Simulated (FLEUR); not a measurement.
# Converging the basis cutoff: Rh (Fm-3m, 1 atom in the cell)

```
CELL_PARAMETERS angstrom
      0.00000     1.90950     1.90950
      1.90950     0.00000     1.90950
      1.90950     1.90950     0.00000
ATOMIC_POSITIONS crystal
  Rh 0.00000 0.00000 0.00000
```

Method: PBE, all-electron FLAPW (FLEUR), scalar-relativistic valence run with FLEUR.

Base settings: Kmax = 4.3 1/bohr; GmaxXC = 17.2 1/bohr; xcFunctional = pbe; jspins = 1; l_soc = F; mode = hist; fermiSmearingEnergy = 0.00367493 Htr; mesh (inpgen div1-3) = 5 5 5; inpgen gamma flag = false; Gmax = 17.2 1/bohr.

Moved along: Gmax, GmaxXC.

The second cell is the first with its lattice scaled by 0.98.

The mesh stays at the base's, so the ladder's end is converged at best in this setting alone.

Only quantities that move along the ladder and can be compared are tabulated.

The starting cell has typed, rounded lattice constants, without a prior relaxation at this level. Its lattice was rescaled by up to half a per cent. Spin polarisation is off. Values depend on the basis (sphere radii, cutoffs, local orbitals), which need not be converged.

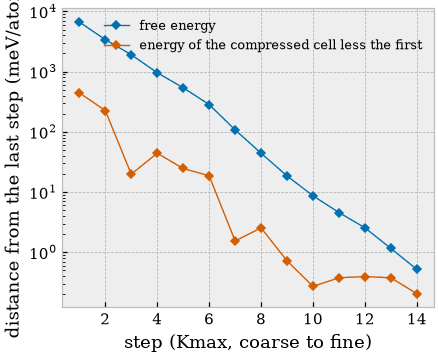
Distance from the last step along the ladder; very small values are drawn at a floor.

```csv
Kmax,free energy less the last step's (meV/atom),energy of the compressed cell less the first (meV/atom)
2.54 1/bohr,6660.49,-365.97
2.72 1/bohr,3400.35,304.07
2.88 1/bohr,1909.24,58.63
3.04 1/bohr,958.93,122.56
3.19 1/bohr,539.47,103.03
3.33 1/bohr,283.77,97.05
3.6 1/bohr,107.98,79.96
3.85 1/bohr,44.07,75.88
4.08 1/bohr,18.52,79.14
4.3 1/bohr,8.68,78.69
4.51 1/bohr,4.57,78.79
4.71 1/bohr,2.55,78.81
5 1/bohr,1.16,78.79
5.27 1/bohr,0.52,78.62
5.69 1/bohr,0.00,78.42
```

Coarsest Kmax that holds the energy of the compressed cell less the first within 1 meV/atom of the last step, with all finer ones: 4.08 1/bohr; the step before is off by 2.5 meV/atom.

Coarsest Kmax that holds the free energy within 5 meV/atom of the last step, with all finer ones: 4.51 1/bohr; the step before is off by 8.7 meV/atom.

The energy difference between the two cells stays within 1 meV/atom of the last step's from 4.08 1/bohr on, the total only from 5.27 1/bohr on: much of the error is common to both cells and cancels.
